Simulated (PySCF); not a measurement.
Consider C7H4ClF11.

```xyz
23

F    -2.7560   -0.2756   -1.8196
C    -2.6366   -1.0695   -0.7432
F    -3.8481   -1.1497   -0.1738
C    -1.5963   -0.4722    0.2410
F    -1.3681   -1.4096    1.2170
C    -0.2789   -0.1566   -0.5091
F    -0.1320   -1.0849   -1.5072
C     0.9470   -0.2320    0.4069
C     2.1496    0.4577   -0.2353
F     2.4648   -0.0858   -1.4275
F     1.8703    1.7601   -0.4808
C     3.4037    0.3905    0.6814
F     3.6883   -0.8935    0.9527
F     3.1268    0.9684    1.8609
Cl    4.8073    1.1749   -0.0596
C    -2.1558    0.7924    0.9414
F    -3.1928    0.5247    1.7184
F    -1.2231    1.3630    1.7162
F    -2.5235    1.7075    0.0472
H    -2.3287   -2.0760   -1.0648
H    -0.3662    0.8213   -1.0020
H     1.1924   -1.2830    0.5787
H     0.7511    0.2549    1.3624
```

Geometry: GFN2-xTB.

Theory: WP04/6-31G*, SCF density, gas phase, non-relativistic in PySCF.

Q: Predict the electron density and electron localisation function between the atoms.

A: C–C (1.53 Å): ρ is about 1.8 e/Å³ halfway; the ELF peaks at about 1 between the atoms; a shared electron pair.
C–Cl (1.77 Å): ρ is about 1.4 e/Å³ halfway; the ELF peaks at about 0.90 between the atoms; a shared electron pair.

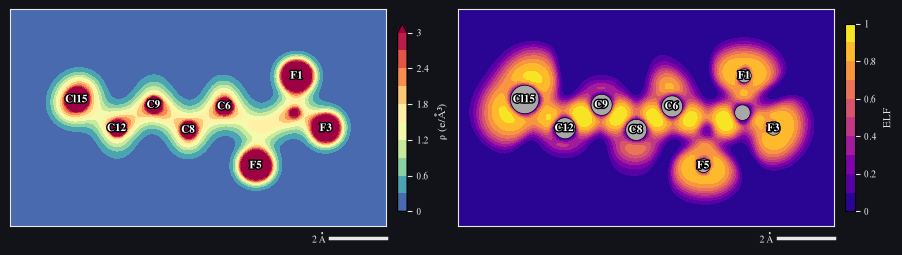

Computed electron density and electron localisation function on the plane of atoms C6, C8 and C9, in this order. Grey discs cover the atomic cores in the ELF map. 
